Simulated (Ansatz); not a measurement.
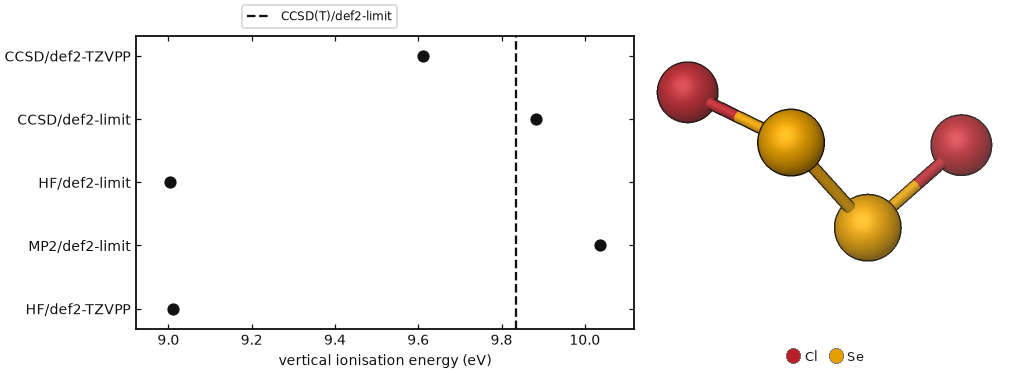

Vertical ionisation energy of Se₂Cl₂, SMILES Cl[Se][Se]Cl, taken as the energy of the cation less that of the neutral at fixed geometry (unrestricted doublet cation, cores frozen in correlated methods, no spin-orbit coupling), the Ansatz code 0.2.0, at a PBE0-D4/def2-TZVP geometry (a minimum by its frequencies). Limit means an estimate of the basis limit from triple and quadruple zeta; for coupled cluster it is either extrapolated directly or built as the MP2 limit plus the step from MP2 in triple zeta. The distance of CCSD/def2-TZVPP to the limit includes basis error.

Q: What range do the values span, the line included?

A: From 9.00 eV (HF/def2-limit) to 10.04 eV (MP2/def2-limit).

Q: Give the values.

A:
| level | eV | less CCSD(T)/def2-limit |
| --- | --- | --- |
| CCSD/def2-TZVPP | 9.61 | −0.22 |
| CCSD/def2-limit | 9.88 | 0.05 |
| HF/def2-limit | 9.00 | −0.83 |
| MP2/def2-limit | 10.04 | 0.20 |
| HF/def2-TZVPP | 9.01 | −0.82 |
| CCSD(T)/def2-limit | 9.83 | 0.00 |

Limits of at least one run: no scalar relativity up to krypton; one conformer of a flexible molecule; outer-core shells are correlated without core-valence functions, which makes the correlated values less sure.
